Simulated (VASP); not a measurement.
# CdCuCl3 with r2SCAN: from relaxation to properties

Aim: relax CdCuCl3, then compute properties on the relaxed cell. The steps: rough relaxation of the start cell, full relaxation (r2SCAN), single point with fields (r2SCAN), bands along the symmetry lines (r2SCAN), density of states (r2SCAN), band structure (r2SCAN + SOC), optical spectrum (r2SCAN), independent-particle dielectric function (r2SCAN) and bands along the symmetry lines (HSE06). The cell is invented: it takes the structure of COD entry 1010123, CsCdCl3 (space group 221 there), with some of its atoms replaced by other elements, volume scaled by an estimate. It may not be a known or stable phase.

Program: VASP 6.6.1. Level of theory: r2SCAN; plane waves and PAW (Cd, Cu, Cl), in the first sound run; inputs show where later runs differ. Results are calculated unless marked as measured.

**1. Starting point**

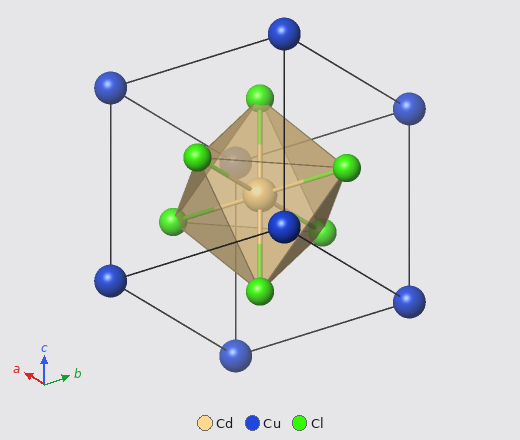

Start, viewed from a free direction; cadmium orange, copper blue, chlorine green. Some periodic images of atoms are drawn too.

Structure file:

```xyz
5
Lattice="4.7462 0.0000 0.0000 0.0000 4.7462 0.0000 0.0000 0.0000 4.7462" Properties=species:S:1:pos:R:3 pbc="T T T"
Cd    2.3731    2.3731    2.3731
Cu    0.0000    0.0000    0.0000
Cl    0.0000    2.3731    2.3731
Cl    2.3731    0.0000    2.3731
Cl    2.3731    2.3731    0.0000
```

**2. Rough relaxation of the start cell**

The start is only an estimate, so a cheap relaxation brings it near a minimum before any careful run. r2SCAN adds the kinetic-energy density, costs more than a GGA and is run with LASPH.

INCAR reads:

```
SYSTEM = CdCuCl3
PREC = Normal
ENCUT = 400
EDIFF = 1E-05
NELM = 60
ISMEAR = 0
SIGMA = 0.05
LREAL = .FALSE.
ALGO = Normal
METAGGA = R2SCAN
LASPH = .TRUE.
NBANDS = 28
LORBIT = 11
LWAVE = .FALSE.
LCHARG = .FALSE.
KPAR = 2
IBRION = 2
NSW = 40
ISIF = 3
EDIFFG = -0.04
```

POSCAR reads:

```
CdCuCl3
1.0
    4.7462420000      0.0000000000      0.0000000000
    0.0000000000      4.7462420000      0.0000000000
    0.0000000000      0.0000000000      4.7462420000
Cd Cu Cl
1 1 3
Direct
    0.5000000000      0.5000000000      0.5000000000
    0.0000000000      0.0000000000      0.0000000000
    0.0000000000      0.5000000000      0.5000000000
    0.5000000000      0.0000000000      0.5000000000
    0.5000000000      0.5000000000      0.0000000000
```

KPOINTS reads:

```
Automatic mesh
0
Gamma
4 4 4
0 0 0
```

Potentials, in the order of the species: Cd, Cu and Cl (PBE family, release 64).

Launch:

```
$ mpirun -np 2 vasp_std
```

The program printed:

```text
[banner, memory and clock lines left out]
running    2 mpi-ranks, on    1 nodes
 distrk:  each k-point on    1 cores,    2 groups
 distr:  one band on    1 cores,    1 groups

 POSCAR found type information on POSCAR CdCuCl
 POSCAR found :  3 types and       5 ions
|                                                                             |
|               ----> ADVICE to this user running VASP <----                  |
|                                                                             |
|     You enforced a specific xc type in the INCAR file but a different       |
|     [... a line on the potential file left out ...]
|     I HOPE YOU KNOW WHAT YOU ARE DOING!                                     |
|                                                                             |

 LDA part: xc-table for (None), standard interpolation
 POSCAR, INCAR and KPOINTS ok, starting setup
 FFT: planning ... GRIDC
 FFT: planning ... GRID_SOFT
 FFT: planning ... GRID
 WAVECAR not read
 entering main loop
       N       E                     dE             d eps       ncg     rms          rms(c)
DAV:   1     0.335218142731E+03    0.33522E+03   -0.18047E+04   560   0.137E+03
DAV:   2    -0.152413628779E+02   -0.35046E+03   -0.33522E+03   588   0.356E+02
DAV:   3    -0.595733774440E+02   -0.44332E+02   -0.43057E+02   728   0.133E+02
DAV:   4    -0.614647370127E+02   -0.18914E+01   -0.18837E+01   684   0.275E+01
DAV:   5    -0.615524256026E+02   -0.87689E-01   -0.87651E-01   832   0.586E+00    0.186E+01
DAV:   6    -0.506576142413E+02    0.10895E+02   -0.10610E+01   612   0.422E+01    0.162E+01
DAV:   7    -0.502983730057E+02    0.35924E+00   -0.27947E+00   712   0.236E+01    0.982E+00
DAV:   8    -0.503251592758E+02   -0.26786E-01   -0.25088E-01   704   0.506E+00    0.141E+00
DAV:   9    -0.503166830114E+02    0.84763E-02   -0.59034E-02   728   0.296E+00    0.509E-01
DAV:  10    -0.503173703484E+02   -0.68734E-03   -0.12109E-02   676   0.754E-01    0.191E-01
DAV:  11    -0.503171233792E+02    0.24697E-03   -0.14153E-03   704   0.431E-01    0.599E-02
DAV:  12    -0.503172165458E+02   -0.93167E-04   -0.21734E-04   672   0.163E-01    0.245E-02
DAV:  13    -0.503172126316E+02    0.39142E-05   -0.25676E-05   476   0.730E-02
   1 F= -.50317213E+02 E0= -.50317213E+02  d E =-.503172E+02
 curvature:   0.00 expect dE= 0.000E+00 dE for cont linesearch  0.000E+00
 trial: gam= 0.00000 g(F)=  0.000E+00 g(S)=  0.258E+01 ort = 0.000E+00 (trialstep = 0.100E+01)
 search vector abs. value=  0.258E+01
 bond charge predicted
       N       E                     dE             d eps       ncg     rms          rms(c)
DAV:   1    -0.741195828785E+02   -0.23802E+02   -0.71128E+02   664   0.358E+02    0.478E+01
DAV:   2    -0.537459952329E+02    0.20374E+02   -0.67362E+01   612   0.862E+01    0.195E+01
DAV:   3    -0.520647870655E+02    0.16812E+01   -0.29467E+00   612   0.142E+01    0.163E+01
DAV:   4    -0.512180719100E+02    0.84672E+00   -0.18531E+00   676   0.102E+01    0.516E+00
DAV:   5    -0.512032800141E+02    0.14792E-01   -0.15493E-01   604   0.380E+00    0.551E-01
DAV:   6    -0.512025146173E+02    0.76540E-03   -0.17557E-02   688   0.157E+00    0.340E-01
DAV:   7    -0.512026613517E+02   -0.14673E-03   -0.35082E-03   708   0.810E-01    0.180E-01
DAV:   8    -0.512026105640E+02    0.50788E-04   -0.33616E-04   684   0.198E-01    0.380E-02
DAV:   9    -0.512026222864E+02   -0.11722E-04   -0.26577E-05   444   0.364E-02    0.827E-03
DAV:  10    -0.512026231550E+02   -0.86860E-06   -0.66574E-06   308   0.304E-02
   2 F= -.51202623E+02 E0= -.51202623E+02  d E =-.885411E+00
[...]
3 F= -.51234483E+02 E0= -.51234483E+02  d E =-.917270E+00
 curvature:  -0.30 expect dE=-0.416E-03 dE for cont linesearch -0.416E-03
 ZBRENT: interpolating
 opt :   0.8319  next Energy=   -51.235292 (dE=-0.918E+00)
 bond charge predicted
       N       E                     dE             d eps       ncg     rms          rms(c)
DAV:   1    -0.512538110908E+02   -0.19333E-01   -0.46197E-01   688   0.768E+00    0.105E+00
DAV:   2    -0.512362950671E+02    0.17516E-01   -0.90455E-02   664   0.400E+00    0.300E-01
DAV:   3    -0.512347784333E+02    0.15166E-02   -0.62576E-03   696   0.109E+00    0.266E-01
DAV:   4    -0.512344962991E+02    0.28213E-03   -0.59467E-04   696   0.219E-01    0.171E-01
DAV:   5    -0.512344222059E+02    0.74093E-04   -0.68897E-05   576   0.882E-02    0.239E-02
DAV:   6    -0.512344195610E+02    0.26449E-05   -0.82849E-06   308   0.336E-02
   4 F= -.51234420E+02 E0= -.51234420E+02  d E =-.917207E+00
 curvature:  -0.59 expect dE=-0.285E-03 dE for cont linesearch -0.285E-03
 trial: gam= 0.00000 g(F)=  0.887E-65 g(S)=  0.486E-03 ort =-0.354E-01 (trialstep = 0.966E+00)
 search vector abs. value=  0.486E-03
 reached required accuracy - stopping structural energy minimisation
```

Elapsed: 57 s, on 2 MPI ranks of AMD EPYC 7R43, shared host; peak memory 0.25 GiB.

The logs omit lines about the potential files and the build; timing stands in the text.

From OUTCAR (step 2):

```text
ion  position               nearest neighbor table
   1  0.500  0.500  0.500-   3 2.37   4 2.37   5 2.37   5 2.37   4 2.37   3 2.37
   2  0.000  0.000  0.000-
   3  0.000  0.500  0.500-   1 2.37   1 2.37
   4  0.500  0.000  0.500-   1 2.37   1 2.37
   5  0.500  0.500  0.000-   1 2.37   1 2.37

  LATTYP: Found a simple cubic cell.
 ALAT       =     4.7462420000

 Subroutine GETGRP returns: Found 48 space group operations
 (whereof 48 operations were pure point group operations)

The static configuration has the point symmetry O_h .

 Found     10 irreducible k-points:

   k-points           NKPTS =     10   k-points in BZ     NKDIM =     10   number of bands    NBANDS=     28

   dimension x,y,z NGX =    24 NGY =   24 NGZ =   24
   dimension x,y,z NGXF=    48 NGYF=   48 NGZF=   48

   ENCUT  =  400.0 eV  29.40 Ry    5.42 a.u.   7.74  7.74  7.74*2*pi/ulx,y,z

   NELECT =      44.0000    total number of electrons

 k-points in reciprocal lattice and weights: Automatic mesh
   0.00000000  0.00000000  0.00000000       0.016
   0.25000000  0.00000000  0.00000000       0.094
   0.50000000  0.00000000  0.00000000       0.047
   0.25000000  0.25000000  0.00000000       0.188
   0.50000000  0.25000000  0.00000000       0.188
   0.50000000  0.50000000  0.00000000       0.047
   0.25000000  0.25000000  0.25000000       0.125
   0.50000000  0.25000000  0.25000000       0.188
   0.50000000  0.50000000  0.25000000       0.094
   0.50000000  0.50000000  0.50000000       0.016

 average (electrostatic) potential at core
       1 -45.4509       2 -74.2590       3 -97.2920       4 -97.2920       5 -97.2920

 E-fermi :   0.1446

 k-point     1 :       0.0000    0.0000    0.0000
  band No.  band energies     occupation
    ...
     18      -0.2638      2.00000
     19      -0.2638      2.00000
     20      -0.2435      2.00000
     21      -0.2435      2.00000
     22      -0.2435      2.00000
     23       0.9959      0.00000
     24       2.2566      0.00000
     25       8.1406      0.00000
     26       8.1406      0.00000
     27       8.2662      0.00000
    ...

 k-point     2 :       0.2500    0.0000    0.0000
  band No.  band energies     occupation
    ...
     18      -0.2484      2.00000
     19      -0.2427      2.00000
     20      -0.2021      2.00000
     21      -0.1876      2.00000
     22      -0.1876      2.00000
     23       1.5854      0.00000
     24       3.3777      0.00000
     25       6.3576      0.00000
     26       7.5168      0.00000
     27       7.5168      0.00000
    ...

 k-point     3 :       0.5000    0.0000    0.0000
  band No.  band energies     occupation
    ...
     18      -0.2419      2.00000
     19      -0.2334      2.00000
     20      -0.1522      2.00000
     21      -0.1337      2.00000
     22      -0.1337      2.00000
     23       2.2558      0.00000
     24       4.9634      0.00000
     25       5.2646      0.00000
     26       7.1529      0.00000
     27       7.1529      0.00000
    ...

  Total       -0.1295151     -0.1295151     -0.1295151     -0.0000000     -0.0000000     -0.0000000
  in kB       -1.5590704     -1.5590704     -1.5590704     -0.0000000     -0.0000000     -0.0000000
  external PRESSURE =      -1.5590704 kB  Pullay stress =       0.0000000 kB

  energy-cutoff  :      400.00
  volume of cell :      133.10
      direct lattice vectors                 reciprocal lattice vectors
     5.105697852  0.000000000 -0.000000000     0.195859612  0.000000000  0.000000000
    -0.000000000  5.105697852 -0.000000000    -0.000000000  0.195859612  0.000000000
     0.000000000  0.000000000  5.105697852     0.000000000  0.000000000  0.195859612

 POSITION                                       TOTAL-FORCE (eV/Angst)
 -----------------------------------------------------------------------------------
      2.55285      2.55285      2.55285         0.000000      0.000000      0.000000
      0.00000      0.00000      0.00000        -0.000000      0.000000      0.000000
     -0.00000      2.55285      2.55285         0.000000      0.000000      0.000000
      2.55285      0.00000      2.55285        -0.000000      0.000000      0.000000
      2.55285      2.55285     -0.00000        -0.000000      0.000000      0.000000
 -----------------------------------------------------------------------------------
    total drift:                                0.000000     -0.000000     -0.000000

  FREE ENERGIE OF THE ION-ELECTRON SYSTEM (eV)
  ---------------------------------------------------
  free  energy   TOTEN  =       -51.2344195610 eV

  energy  without entropy=      -51.2344195610  energy(sigma->0) =      -51.23441956

 reached required accuracy - stopping structural energy minimisation

 total charge
# of ion       s       p       d       tot
------------------------------------------
    1        0.311   0.260   9.636  10.207
    2        0.057   0.018   9.524   9.599
    3        1.605   3.555   0.000   5.161
    4        1.605   3.555   0.000   5.161
    5        1.605   3.555   0.000   5.161
--------------------------------------------------
tot          5.184  10.944  19.160  35.288

[... 3 further parts left out ...]
```

CONTCAR:

```
CdCuCl3
   1.00000000000000
     5.1056978519438898    0.0000000000000000   -0.0000000000000000
    -0.0000000000000000    5.1056978519438898   -0.0000000000000000
     0.0000000000000000    0.0000000000000000    5.1056978519438898
  Cd              Cu              Cl
     1     1     3
Direct
     0.5000000000000000    0.5000000000000000    0.5000000000000000
     0.0000000000000000    0.0000000000000000    0.0000000000000000
     0.0000000000000000    0.5000000000000000    0.5000000000000000
     0.5000000000000000    0.0000000000000000    0.5000000000000000
     0.5000000000000000    0.5000000000000000    0.0000000000000000
```

The gap is read on the k-mesh alone, so it is an upper bound where the band edges lie off the mesh. This relaxation is a rough one on cheap settings, only to bring the start near its minimum. The PAW data sets were made with PBE, which is usual practice but a small mismatch for other functionals. After so large a change of volume the plane waves of the start cell no longer fit, so the final stress carries a basis-set error. The run keeps the 48 symmetry operations of its start, so it cannot find a distortion of lower symmetry.

Relaxation path:

| step | energy less that of the first step (eV) | largest force (eV/Å) | pressure (GPa) | volume (Å³) |
| --- | --- | --- | --- | --- |
| 1 | 0.0000 | 0.0000 | 14.14 | 106.92 |
| 2 | -0.8854 | 0.0000 | -1.56 | 138.86 |
| 3 | -0.9173 | 0.0000 | 0.26 | 132.18 |
| 4 | -0.9172 | 0.0000 | -0.16 | 133.10 |

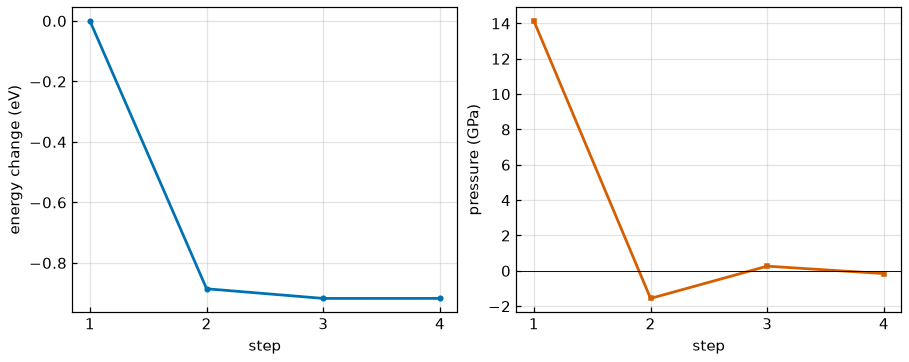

Energy and pressure along the relaxation.

| conventional cell, symmetrised | before | after | change |
| --- | --- | --- | --- |
| a (Å) | 4.746 | 5.106 | +7.6 % |
| b (Å) | 4.746 | 5.106 | +7.6 % |
| c (Å) | 4.746 | 5.106 | +7.6 % |
| volume (Å³/atom) | 21.38 | 26.62 | +24.5 % |

The relaxed structure:

```
Cd Cu Cl
1.0
     5.10570    0.00000    0.00000
     0.00000    5.10570    0.00000
     0.00000    0.00000    5.10570
Cd Cu Cl
1 1 3
Direct
  0.50000 0.50000 0.50000
  0.00000 0.00000 0.00000
  0.00000 0.50000 0.50000
  0.50000 0.00000 0.50000
  0.50000 0.50000 0.00000
```

A gap read on the k-mesh alone can miss the band edges.

This step gave:

| Item | Value |
| --- | --- |
| electrons | 44 |
| bands | 28 |
| irreducible k-points | 10 |
| symmetry operations | 48 |
| free energy (TOTEN) | -51.2344 eV |
| Fermi energy | 0.1446 eV |
| pressure | -0.1559 GPa |
| metallic | no |
| valence top at k | 0.5, 0.5, 0 |
| conduction bottom at k | 0, 0, 0 |
| least direct gap at k | 0, 0, 0 |
| SCF cycles over all ionic steps | 37 |
| gap on the k-mesh | 1.125 eV |
| least direct gap on the k-mesh | 1.239 eV |

It ends with forces that vanish by symmetry and a pressure of -0.16 GPa.

[end of part 1 of 5]

[Lines on the potential files, build, host, timing and source positions are cut from VASP's logs without a mark.]

[Logs are printed without paths, hosts, clocks, repeated set-up lines and the standing remarks that a program may print on its own settings, such as how far it seeks lower states.]

[Hosts, paths, dates, database ids (printed as entryN), source tags and the programs' standing remarks are cut or masked in the printed files.]

[A measured line is paired with the nearest computed mode of its activity, which favours agreement.]
